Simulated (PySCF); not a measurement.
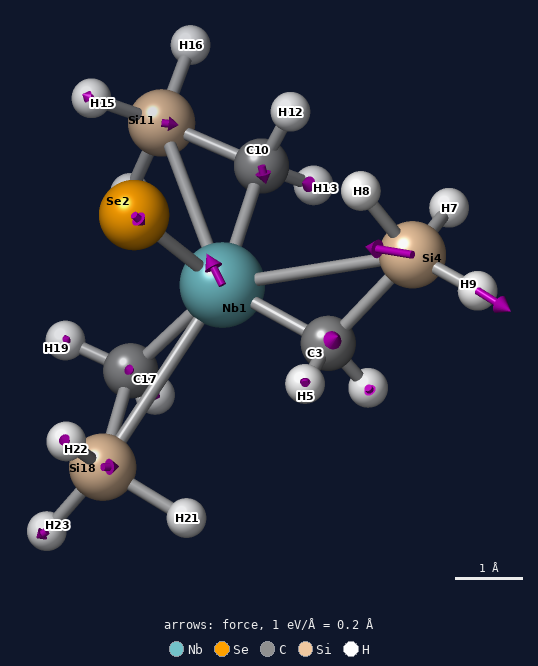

Starting geometry of C3H15NbSeSi3 with the computed forces as purple arrows. Style: ball-and-stick. Shown at a tilt.

The start comes from GFN2-xTB. Its atoms were then displaced at random by about 0.03 Å.

Method: PBE0-D3(BJ)/def2-SVP geometry optimisation, gas phase (PySCF 2.14.0, density-fitted response routines). 

Q: Is this structure relaxed? If not, where do the atoms go?

A: It isn't relaxed: the largest force vector, on a Si atom, is 4.64 eV/Å. The final displacements have little in common with the starting forces (cosine between the two patterns 0.02). After 36 geometry steps the energy has fallen by 23.9 kcal/mol. The atom that moves furthest after the best rigid fit is an H atom (1.37 Å). Largest moves by element: H 1.37 Å, C 0.49 Å, Si 0.33 Å, Se 0.28 Å, Nb 0.25 Å. Some distances before and after: C–Nb 2.293 → 2.116 Å, H–Si 1.351 → 1.500 Å, C–Si 2.005 → 1.882 Å, Nb–Si 3.290 → 3.382 Å. Bond angles that change, for instance: Nb–Si–H 90.5° → 99.5°, Nb–C–H 114.2° → 105.5°, Se–Nb–Si 92.6° → 83.9°. The run took 27 min on 1 thread of Arm Neoverse V2, on a shared host.
